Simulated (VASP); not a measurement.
Band structure of Au (relaxed from the beta-Sn structure, space group I4_1/amd). These are PBEsol GGA, VASP's PBE PAW potentials (set 64) (plane waves; VASP) values and carry that method's errors.

Unless said otherwise, spin-orbit coupling is left out, though it shifts the bands of the heavy elements here.

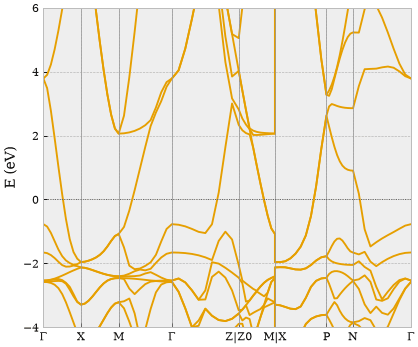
Figure. Bands along high-symmetry lines, zero at the valence-band maximum or, without a gap, the Fermi level

Question: Read the plot: is there a gap, and where are the band edges?

Answer: It has no gap at this level: it comes out as a metal or semimetal. (Edges off the drawn lines would not show.)

The structure was generated: Au was put into the beta-Sn type (I4_1/amd), which need not be its known phase. It was relaxed first.
